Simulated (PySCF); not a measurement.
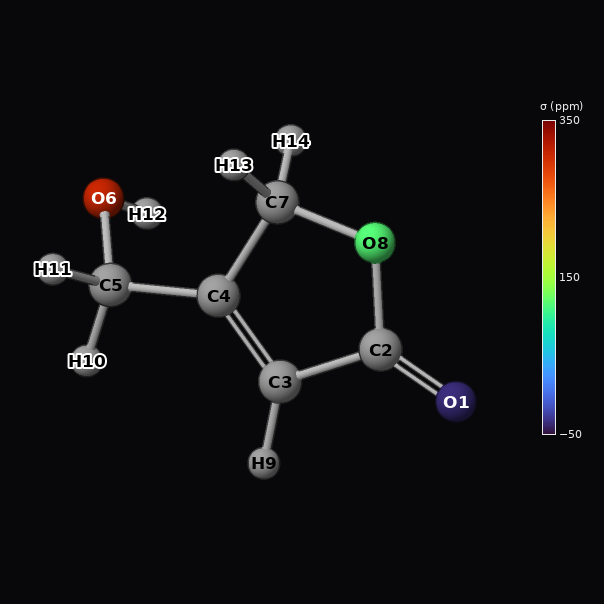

Atoms are coloured by their isotropic NMR shieldings (O only, the others grey). The computed structure is the end point of a PBE0-D3(BJ)/def2-SVP optimisation. No frequency run is at hand to confirm it as a minimum. Properties computed with GIAO PBE0/pcSseg-1 NMR shielding, non-relativistic, IEF-PCM methanol (PySCF 2.14.0).

List the isotropic NMR shieldings of the O atoms.

```csv
atom,σ (ppm)
O1,−35.5
O6,308.4
O8,116.6
```
